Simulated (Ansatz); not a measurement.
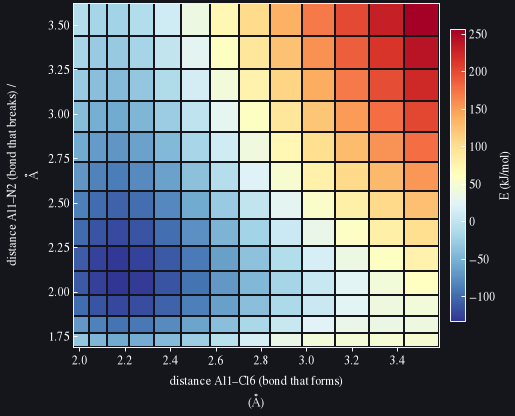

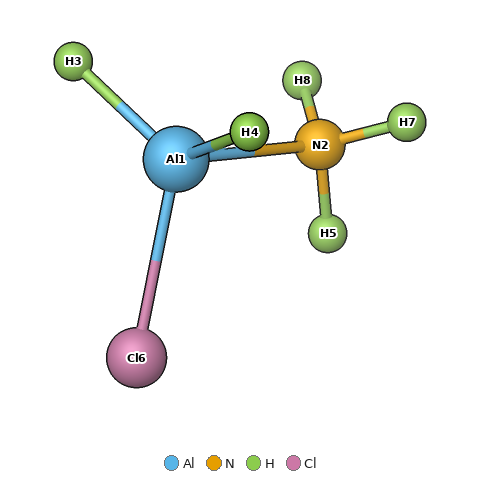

Energy landscape of the reacting system AlClH₅N (fragments AlH₄N + ClH where the first distance is long, AlClH₂ + H₃N where the second is long). Coordinates scanned: (1) distance Al1–Cl6 (bond that forms); (2) distance Al1–N2 (bond that breaks). Relaxed at each point: all other coordinates. Grid: 13 × 13 points. Points are written as (first, second). All energies are given in kJ/mol relative to a guessed transition structure relaxed with its forming and breaking bonds held. The reference is spin-restricted, so regions where a bond is pulled apart into radicals lie too high. Level of theory: RKS PBE-D4/def2-SVP in Ansatz.

Drawn: one coloured cell a grid point. The second picture is the structure at the lowest point.

Question: What does the map say about the system?

Answer: The lowest grid point is at (2.167 Å, 2.046 Å), −133 kJ/mol from a guessed transition structure relaxed with its forming and breaking bonds held. It is the only kind of minimum in the scanned range. The highest grid point, (3.507 Å, 3.528 Å), lies 389 kJ/mol above the lowest.

The input of one point:

```yaml
crystal:
  periodic: [false, false, false]
  atoms:
    - { symbol: Al, position_ang: [-1.016504, -0.274096, -0.154043] }
    - { symbol: "N", position_ang: [0.872243, 0.468763, 0.10463] }
    - { symbol: H, position_ang: [-1.350192, 0.081675, -1.680793] }
    - { symbol: H, position_ang: [-1.848601, 0.40251, 1.037051] }
    - { symbol: H, position_ang: [1.509858, -0.358133, 0.319177] }
    - { symbol: Cl, position_ang: [-0.518444, -2.355968, 0.183053] }
    - { symbol: H, position_ang: [1.029585, 1.111712, 0.892933] }
    - { symbol: H, position_ang: [1.322056, 0.923436, -0.701908] }
basis:
  gaussian: { orbitals: def2-SVP }
hamiltonian:
  xc: pbe
  dispersion: d4
output:
  forces: true
relax:
  f_tol: 0.02
  max_steps: 50
  escape_saddle: false
  constraints: [{ distance: [0, 5] }, { distance: [0, 1] }]
scf:
  lower_state_search: "off"
```

Time for the 169 points that were run: 21 min on 1 thread of Arm Neoverse V2, on a shared host.
